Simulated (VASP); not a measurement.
# B2SbN: structure and properties in VASP, part 5 of 5

What structure does B2SbN take at this level, and what are its properties? The cell is invented: it takes the structure of COD entry 9008833, BAs (space group 216 there), with some of its atoms replaced by other elements, volume scaled by an estimate. It may not be a known or stable phase. Left out of this account: 1 further run (relaxation: it shows nothing beyond the runs told).

VASP 6.6.1, plane waves and PAW; the level of theory is named at each step.

Still holding for the runs below: The k-mesh is coarse for a metal.

So far. Step 13 (Volume scan with optB86b-vdW (run 7)): The pressure falls from -6.01 to -8.55 GPa. The parabola predicted -8.50 GPa, +0.05 GPa off. The relaxed cell has a = 3.151, c = 4.635 Å (conventional setting).

## (15) Fit for optB86b-vdW

This step: Birch-Murnaghan fit, optB86b-vdW; plane waves and PAW; invented cell (VASP 6.6.1).

This step runs nothing: it gathers the runs above.

Numbers from this step:

- pressure derivative of the bulk modulus: 4.211
- r.m.s. error of the fit: 7.28e-7 eV/atom
- minimum inside the sampled range: yes
- bulk modulus: 166.2 GPa
- equilibrium volume of the fit: 11.51 Å³/atom

Table of energy above the fitted minimum by volume:

```tsv
volume (Å³/atom)	energy above the fitted minimum (eV/atom)
10.810	0.0243
11.040	0.0105
11.271	0.00260
11.501	2.8e-6
11.731	0.00219
11.961	0.00869
12.191	0.0191
```

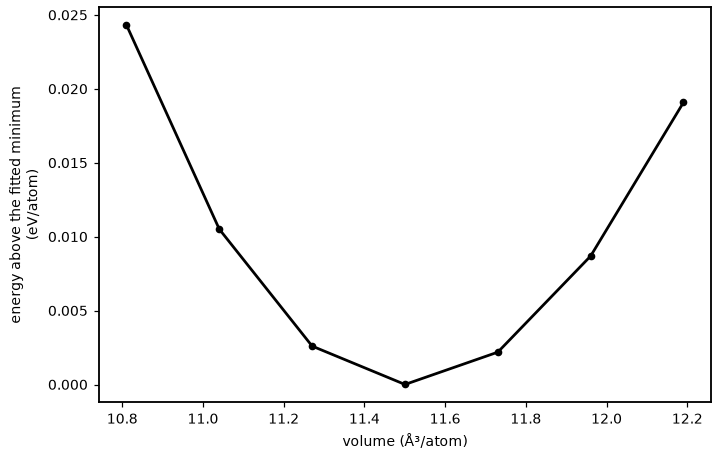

Energy above the fitted minimum, plotted against volume.

The fitted volume lies +0.05 % from the relaxed one. The atoms bear forces along the scan, since they were held; freeing them would lower the modulus.

## (16) Bands along the symmetry lines (optB86b-vdW + SOC)

This step: optB86b-vdW, spin-orbit coupling; plane waves and PAW (Sb, N, B); invented cell (VASP 6.6.1).

The mesh alone shows little of the dispersion and can miss band extrema, so KPOINTS_OPT adds a path through the symmetry points after the self-consistent cycle. Spin-orbit coupling needs spinors and the noncollinear program, where each band holds one electron.

Input file INCAR:

```
SYSTEM = B2SbN
PREC = Accurate
ENCUT = 520
EDIFF = 1E-06
NELM = 100
ISMEAR = 0
SIGMA = 0.05
LREAL = .FALSE.
ALGO = Normal
GGA = MK
AGGAC = 0
LUSE_VDW = .TRUE.
PARAM1 = 0.1234
PARAM2 = 1
LASPH = .TRUE.
LNONCOLLINEAR = .TRUE.
MAGMOM = 0 0 0 0 0 0 0 0 0 0 0 0
NBANDS = 28
GGA_COMPAT = .FALSE.
LSORBIT = .TRUE.
LORBIT = 11
LWAVE = .FALSE.
LCHARG = .FALSE.
KPAR = 2
```

Input file POSCAR:

```
B2SbN
1.0
    3.1505294572      0.0000000000      0.0000000000
    0.0000000000      3.1505294572      0.0000000000
    0.0000000000      0.0000000000      4.6345937426
Sb N B
1 1 2
Direct
    0.5000000000      0.5000000000      0.0000000000
    0.0000000000      0.0000000000      0.5000000000
    0.0000000000      0.5000000000      0.3269467459
    0.5000000000      0.0000000000      0.6730532541
```

Input file KPOINTS:

```
Automatic mesh
0
Gamma
6 6 4
0 0 0
```

Input file KPOINTS_OPT:

```
Line mode
16
Line-mode
Reciprocal
  0.00000000   0.00000000   0.00000000 GAMMA
  0.00000000   0.50000000   0.00000000 X

  0.00000000   0.50000000   0.00000000 X
  0.50000000   0.50000000   0.00000000 M

  0.50000000   0.50000000   0.00000000 M
  0.00000000   0.00000000   0.00000000 GAMMA

  0.00000000   0.00000000   0.00000000 GAMMA
  0.00000000   0.00000000   0.50000000 Z

  0.00000000   0.00000000   0.50000000 Z
  0.00000000   0.50000000   0.50000000 R

  0.00000000   0.50000000   0.50000000 R
  0.50000000   0.50000000   0.50000000 A

  0.50000000   0.50000000   0.50000000 A
  0.00000000   0.00000000   0.50000000 Z

  0.00000000   0.50000000   0.00000000 X
  0.00000000   0.50000000   0.50000000 R

  0.50000000   0.50000000   0.00000000 M
  0.50000000   0.50000000   0.50000000 A
```

PAW data sets: Sb, N and B (PBE family, release 64).

Started as:

```console
$ mpirun -np 2 vasp_ncl
```

What it wrote:

```text
[... set-up lines as in an earlier step ...]
 entering main loop
       N       E                     dE             d eps       ncg     rms          rms(c)
DAV:   1     0.723972403445E+02    0.72397E+02   -0.65248E+03  2016   0.101E+03
DAV:   2    -0.135032525822E+02   -0.85900E+02   -0.79253E+02  2644   0.200E+02
DAV:   3    -0.196775391858E+02   -0.61743E+01   -0.60317E+01  2476   0.569E+01
DAV:   4    -0.197817644914E+02   -0.10423E+00   -0.10377E+00  2540   0.793E+00
DAV:   5    -0.197838663931E+02   -0.21019E-02   -0.21001E-02  2500   0.109E+00    0.783E+00
DAV:   6    -0.188756625834E+02    0.90820E+00   -0.13914E+00  2644   0.108E+01    0.466E+00
DAV:   7    -0.187835128773E+02    0.92150E-01   -0.38688E-01  2212   0.478E+00    0.207E+00
DAV:   8    -0.187677640279E+02    0.15749E-01   -0.61077E-02  2500   0.172E+00    0.857E-01
DAV:   9    -0.187670087890E+02    0.75524E-03   -0.40015E-03  2556   0.609E-01    0.352E-01
DAV:  10    -0.187675639175E+02   -0.55513E-03   -0.33609E-03  2468   0.436E-01    0.128E-01
DAV:  11    -0.187674174211E+02    0.14650E-03   -0.47402E-04  2564   0.216E-01    0.390E-02
DAV:  12    -0.187674520512E+02   -0.34630E-04   -0.18827E-04  2152   0.103E-01    0.181E-02
DAV:  13    -0.187674511181E+02    0.93310E-06   -0.91798E-06  2568   0.260E-02
   1 F= -.18767451E+02 E0= -.18767156E+02  d E =-.590471E-03  mag=    -0.0000     0.0000    -0.0000
 Start KPOINTS_OPT (optional k-point list driver)
k-point batch [1-36\144]
       N       E                     dE             ncg
DAV:   1     0.387409737190E+04   -0.11688E+05     2016
DAV:   2     0.907190332439E+03   -0.29669E+04     2704
DAV:   3     0.705289892199E+03   -0.20190E+03     2428
DAV:   4     0.701889641398E+03   -0.34003E+01     2448
DAV:   5     0.701818011437E+03   -0.71630E-01     2456
DAV:   6     0.701815581343E+03   -0.24301E-02     2524
DAV:   7     0.701815494376E+03   -0.86967E-04     2428
DAV:   8     0.701815490654E+03   -0.37215E-05     1928
DAV:   9     0.701815490472E+03   -0.18288E-06     1488
[...]
k-point batch [109-144\144]
       N       E                     dE             ncg
DAV:   1     0.371850066150E+04   -0.16853E+05     2016
DAV:   2     0.805073936096E+03   -0.29134E+04     2664
DAV:   3     0.608877387180E+03   -0.19620E+03     2464
DAV:   4     0.605716199712E+03   -0.31612E+01     2496
DAV:   5     0.605646960054E+03   -0.69240E-01     2556
DAV:   6     0.605644738584E+03   -0.22215E-02     2620
DAV:   7     0.605644668206E+03   -0.70378E-04     2488
DAV:   8     0.605644665493E+03   -0.27127E-05     1980
DAV:   9     0.605644665336E+03   -0.15772E-06     1648
```

The job ended after 2.1 min (2 MPI ranks of Intel Xeon Platinum 8375C at 2.90GHz (Ice Lake), shared host; peak memory 0.93 GiB; 4.1 min of CPU time).

Parts of OUTCAR (step 16):

```text
   k-points           NKPTS =     36   k-points in BZ     NKDIM =     36   number of bands    NBANDS=     28

   NELECT =      16.0000    total number of electrons

 E-fermi :   9.0781

 k-point     1 :       0.0000    0.0000    0.0000
  band No.  band energies     occupation
    ...
     10       2.5838      1.00000
     11       7.5625      1.00000
     12       7.5625      1.00000
     13       8.1080      1.00000
     14       8.1080      1.00000
     15       9.3635      0.00000
     16       9.3635      0.00000
     17       9.6385      0.00000
     18       9.6385      0.00000
     19      10.5760      0.00000
    ...

Total vdW correction in eV:      2.1494754

  Total        0.0519774      0.0519774      0.1830300      0.0000000     -0.0000000      0.0000000
  in kB        1.8102840      1.8102840      6.3746188      0.0000000     -0.0000000      0.0000000
  external PRESSURE =       3.3317289 kB  Pullay stress =       0.0000000 kB

 POSITION                                       TOTAL-FORCE (eV/Angst)
 -----------------------------------------------------------------------------------
      1.57526      1.57526      0.00000         0.000000     -0.000000      0.000000
      0.00000      0.00000      2.31730         0.000000     -0.000000      0.000000
      0.00000      1.57526      1.51527         0.000000     -0.000000      0.114983
      1.57526      0.00000      3.11933         0.000000      0.000000     -0.114983
 -----------------------------------------------------------------------------------
    total drift:                               -0.000000     -0.000000      0.000000

  FREE ENERGIE OF THE ION-ELECTRON SYSTEM (eV)
  ---------------------------------------------------
  free  energy   TOTEN  =       -18.7674511181 eV

  energy  without entropy=      -18.7668606474  energy(sigma->0) =      -18.76715588

Total vdW correction in eV:      2.1492590

 Spin-Orbit-Coupling matrix elements
 Ion:    1  E_soc:     -0.1148017
 Ion:    2  E_soc:     -0.0000774
 Ion:    3  E_soc:     -0.0000169
 Ion:    4  E_soc:     -0.0000169

 magnetization (x)
# of ion       s       p       d       tot
------------------------------------------
    1        0.000   0.000   0.000   0.000
    2        0.000   0.000   0.000   0.000
    3        0.000   0.000   0.000   0.000
    4        0.000   0.000   0.000   0.000
--------------------------------------------------
tot          0.000   0.000   0.000   0.000

 magnetization (y)
# of ion       s       p       d       tot
------------------------------------------
    1        0.000   0.000   0.000   0.000
    2        0.000   0.000   0.000   0.000
    3       -0.000   0.000   0.000  -0.000
    4        0.000  -0.000   0.000  -0.000
--------------------------------------------------
tot         -0.000  -0.000   0.000  -0.000

 magnetization (z)
# of ion       s       p       d       tot
------------------------------------------
    1       -0.000   0.000   0.000   0.000
    2        0.000  -0.000   0.000  -0.000
    3       -0.000   0.000   0.000  -0.000
    4       -0.000   0.000   0.000  -0.000
--------------------------------------------------
tot         -0.000   0.000   0.000  -0.000

[... 6 parts as in an earlier step ...]

[... 10 further parts left out ...]
```

This step gave:

| Property | Result |
| --- | --- |
| SCF cycles | 13 |
| bands | 28 |
| irreducible k-points | 36 |
| free energy (TOTEN) | -18.77 eV |
| energy at zero smearing | -18.77 eV |
| Fermi energy | 9.078 eV |
| pressure | 0.3332 GPa |

On-site spin-orbit energy by atom:

```tsv
atom	on-site spin-orbit energy (eV)
Sb1	-0.115
N2	0.000
B3	0.000
B4	0.000
```

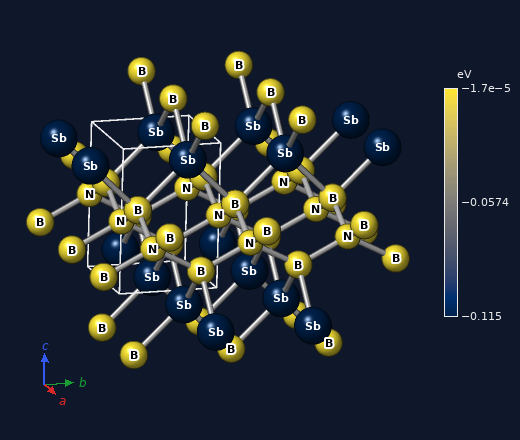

Atoms coloured by on-site spin-orbit energy. 2×2×1 cells are drawn. Some periodic images of atoms are drawn too.

Electronic bands along the path, in eV, zero at the Fermi level; # counts the bands kept, so #1 is VASP's band 5:

```tsv
point	#9	#10	#11	#12	#13	#14	#15	#16
Γ	-0.97	-0.97	0.29	0.29	0.56	0.56	1.50	1.50
X	-5.71	-5.71	-0.31	-0.31	1.67	1.67	3.27	3.27
M	-5.20	-5.20	-3.53	-3.53	0.54	0.54	1.05	1.05
Γ	-0.97	-0.97	0.29	0.29	0.56	0.56	1.50	1.50
Z	-0.99	-0.99	-0.68	-0.68	0.15	0.15	1.39	1.39
R	-2.82	-2.82	-0.01	-0.01	0.09	0.09	3.24	3.24
A	-6.41	-6.41	-6.06	-6.06	3.56	3.56	3.72	3.72
Z	-0.99	-0.99	-0.68	-0.68	0.15	0.15	1.39	1.39
jump to X	-5.71	-5.71	-0.31	-0.31	1.67	1.67	3.27	3.27
R	-2.82	-2.82	-0.01	-0.01	0.09	0.09	3.24	3.24
jump to M	-5.20	-5.20	-3.53	-3.53	0.54	0.54	1.05	1.05
A	-6.41	-6.41	-6.06	-6.06	3.56	3.56	3.72	3.72
```

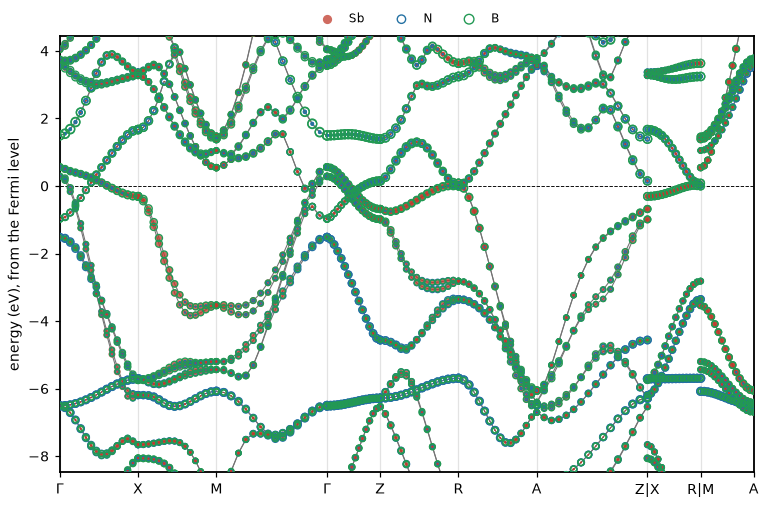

Electronic bands along the path; dots are coloured as in the legend, and their area grows with the weight.

Force by atom:

```tsv
atom	x (eV/Å)	y (eV/Å)	z (eV/Å)	size
Sb1	0.000	0.000	0.000	0.000
N2	0.000	0.000	0.000	0.000
B3	0.000	0.000	0.115	0.115
B4	0.000	0.000	-0.115	0.115
```

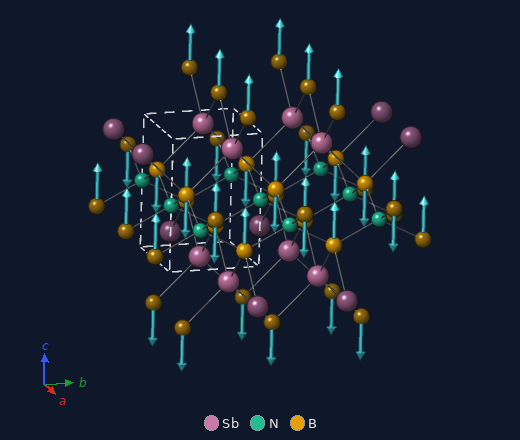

Force as arrows, the longest 0.115 eV/Å. 2×2×1 cells are drawn. Some periodic images of atoms are drawn too.

At these settings, which differ from those of the relaxation, the cell is under a pressure of 0.3 GPa.

## (17) Field gradients at the nuclei (optB86b-vdW)

This step: optB86b-vdW; plane waves and PAW (Sb, N, B); invented cell (VASP 6.6.1).

Field gradients probe how far the charge around each nucleus departs from cubic symmetry; LASPH keeps the non-spherical terms inside the spheres.

Input file INCAR:

```
SYSTEM = B2SbN
PREC = Accurate
ENCUT = 520
EDIFF = 1E-07
NELM = 100
ISMEAR = 0
SIGMA = 0.05
LREAL = .FALSE.
ALGO = Normal
GGA = MK
AGGAC = 0
LUSE_VDW = .TRUE.
PARAM1 = 0.1234
PARAM2 = 1
LASPH = .TRUE.
NBANDS = 14
LORBIT = 11
LWAVE = .FALSE.
LCHARG = .FALSE.
KPAR = 2
LEFG = .TRUE.
```

POSCAR is that of step 16.

Input file KPOINTS:

```
Automatic mesh
0
Gamma
7 7 5
0 0 0
```

Started as:

```console
$ mpirun -np 2 vasp_std
```

What it wrote:

```text
[... set-up lines as in an earlier step ...]
 entering main loop
       N       E                     dE             d eps       ncg     rms          rms(c)
[... 13 cycles as in an earlier step ...]
DAV:  14    -0.187106057092E+02    0.38877E-08   -0.76859E-08   792   0.227E-03
ion   1
     0.0000000     0.0000000     0.0000000     0.7468706     0.0000000    -0.0000000
     0.0000576     0.0000000     0.0000000     0.7468706     0.0000000    -0.0000000
     0.0000793     0.0000000     0.0000000     0.7468706     0.0000000    -0.0000000
     0.0001092     0.0000000     0.0000000     0.7468706     0.0000000    -0.0000000
     0.0001504     0.0000000     0.0000000     0.7468706     0.0000000    -0.0000000

     0.0000000     0.0000000     0.0000000    -3.0744199    -0.0000000    -0.0000000
     0.0000576     0.0000000     0.0000000    -3.0766659    -0.0000000    -0.0000000
     0.0000793     0.0000000     0.0000000    -3.0781569    -0.0000000    -0.0000000
     0.0001092     0.0000000     0.0000000    -3.0807106    -0.0000000    -0.0000000
     0.0001504     0.0000000     0.0000000    -3.0850528    -0.0000000    -0.0000000

ion   2
     0.0000000     0.0000000    -0.0000000    12.5899423     0.0000000     0.0000000
     0.0000281     0.0000000    -0.0000000    12.5899422     0.0000000     0.0000000
     0.0000381     0.0000000    -0.0000000    12.5899421     0.0000000     0.0000000
     0.0000517     0.0000000    -0.0000000    12.5899420     0.0000000     0.0000000
     0.0000701     0.0000000    -0.0000000    12.5899417     0.0000000     0.0000000

     0.0000000     0.0000000    -0.0000000    29.0946121     0.0000000     0.0000000
     0.0000281     0.0000000    -0.0000000    29.0946074     0.0000000     0.0000000
     0.0000381     0.0000000    -0.0000000    29.0946043     0.0000000     0.0000000
     0.0000517     0.0000000    -0.0000000    29.0945991     0.0000000     0.0000000
     0.0000701     0.0000000    -0.0000000    29.0945906     0.0000000     0.0000000

ion   3
     0.0000000     0.0000000    -0.0000000    -4.2979042     0.0000000     8.5157545
     0.0000257     0.0000000    -0.0000000    -4.2979042     0.0000000     8.5157545
     0.0000354     0.0000000    -0.0000000    -4.2979042     0.0000000     8.5157545
     0.0000487     0.0000000    -0.0000000    -4.2979042     0.0000000     8.5157544
     0.0000671     0.0000000    -0.0000000    -4.2979041     0.0000000     8.5157543

     0.0000000     0.0000000    -0.0000000    -6.5107098     0.0000000    13.6162924
     0.0000257     0.0000000    -0.0000000    -6.5107095     0.0000000    13.6162917
     0.0000354     0.0000000    -0.0000000    -6.5107093     0.0000000    13.6162912
     0.0000487     0.0000000    -0.0000000    -6.5107089     0.0000000    13.6162902
     0.0000671     0.0000000    -0.0000000    -6.5107082     0.0000000    13.6162887

ion   4
     0.0000000     0.0000000     0.0000000    -4.2979042     0.0000000    -8.5157545
     0.0000257     0.0000000     0.0000000    -4.2979042     0.0000000    -8.5157545
     0.0000354     0.0000000     0.0000000    -4.2979042     0.0000000    -8.5157545
     0.0000487     0.0000000     0.0000000    -4.2979042     0.0000000    -8.5157544
     0.0000671     0.0000000     0.0000000    -4.2979041     0.0000000    -8.5157543

     0.0000000     0.0000000     0.0000000    -6.5107098     0.0000000   -13.6162924
     0.0000257     0.0000000     0.0000000    -6.5107095     0.0000000   -13.6162917
     0.0000354     0.0000000     0.0000000    -6.5107093     0.0000000   -13.6162912
     0.0000487     0.0000000     0.0000000    -6.5107089     0.0000000   -13.6162902
     0.0000671     0.0000000     0.0000000    -6.5107082     0.0000000   -13.6162887

   1 F= -.18710606E+02 E0= -.18710222E+02  d E =-.767642E-03
```

It took 29 s on 2 MPI ranks; peak memory 0.61 GiB; 54 s of CPU time.

From OUTCAR (step 17):

```text
   NELECT =      16.0000    total number of electrons

 E-fermi :   9.1523

Total vdW correction in eV:      2.1526631

  Total        0.0124461      0.0124461     -0.0254946      0.0000000     -0.0000000      0.0000000
  in kB        0.4334764      0.4334764     -0.8879314      0.0000000     -0.0000000      0.0000000
  external PRESSURE =      -0.0069928 kB  Pullay stress =       0.0000000 kB

 POSITION                                       TOTAL-FORCE (eV/Angst)
 -----------------------------------------------------------------------------------
      1.57526      1.57526      0.00000        -0.000000      0.000000      0.000000
      0.00000      0.00000      2.31730         0.000000      0.000000      0.000000
      0.00000      1.57526      1.51527         0.000000      0.000000      0.001039
      1.57526      0.00000      3.11933         0.000000      0.000000     -0.001039
 -----------------------------------------------------------------------------------
    total drift:                               -0.000000     -0.000000     -0.000000

  FREE ENERGIE OF THE ION-ELECTRON SYSTEM (eV)
  ---------------------------------------------------
  free  energy   TOTEN  =       -18.7106057092 eV

Total vdW correction in eV:      2.1526771

 Electric field gradients after diagonalization (V/A^2)
 (convention: |V_zz| > |V_xx| > |V_yy|)
----------------------------------------------------------------------
 ion       V_xx      V_yy      V_zz     asymmetry (V_yy - V_xx)/ V_zz
----------------------------------------------------------------------
   1      -2.134    -2.134     4.269       0.000
   2      18.182    18.182   -36.364       0.000
   3       9.181     7.492   -16.673       0.101
   4       9.181     7.492   -16.673       0.101
----------------------------------------------------------------------

[... 17 parts as in an earlier step ...]

[... 2 further parts left out ...]
```

Numbers from this step:

```yaml
scf_cycles: 14
bands: 14
irreducible_k_points: 30
free_energy_toten: -18.71 eV
energy_at_zero_smearing: -18.71 eV
fermi_energy: 9.152 eV
pressure: -6.99e-4 GPa
```

Electric field gradients, by row:

```tsv
atom	Vxx (V/Å²)	Vyy (V/Å²)	Vzz (V/Å²)	asymmetry
Sb1	-2.134	-2.134	4.269	0
N2	18.18	18.18	-36.36	0
B3	9.181	7.492	-16.67	0.101
B4	9.181	7.492	-16.67	0.101
```

The largest gradient, -36.36 V/Å², sits on N2; times the quadrupole moment of a nucleus that has one, it gives the coupling that NMR and NQR see.

## (18) Results

```
relaxed volume                            : 11.50 Å³/atom
relaxed conventional cell a, b, c         : 3.151, 3.151, 4.635 Å
space group after relaxing, within 0.02 Å : P-4m2 (No. 115)
band gap                                  : none, a metal
DOS at the Fermi level                    : 0.125 states/eV/cell
bulk modulus from the fit                 : 166 GPa
volume from the fit                       : 11.5 Å³/atom
band gap (optB86b-vdW + SOC)              : none, a metal
largest field gradient Vzz                : -36.36 V/Å² on N2
```

What this shows: With optB86b-vdW, B2SbN relaxes to 11.50 Å³/atom in space group P-4m2 (held by the symmetry of the run), comes out as a metal and has a bulk modulus of 166 GPa at fixed shape and positions, an upper bound. Band structure (optB86b-vdW): Of the bands kept, 2 cross the Fermi level on this path. Bands along the symmetry lines (optB86b-vdW + SOC): Of the bands kept, 4 cross the Fermi level on this path (spinor bands, one electron each). The k-sampling is coarse for a metal, so the Fermi level, pressures and the shape of the cell carry errors. No search among competing phases was made. All values are for a static lattice at zero temperature.

[Lines on the potential files, build, host, timing and source positions are cut from VASP's logs without a mark.]

[Logs are printed without paths, hosts, clocks, repeated set-up lines and the standing remarks that a program may print on its own settings, such as how far it seeks lower states.]

[Hosts, paths, dates, database ids (printed as entryN), source tags and the programs' standing remarks are cut or masked in the printed files.]

[A measured line is paired with the nearest computed mode of its activity, which favours agreement.]
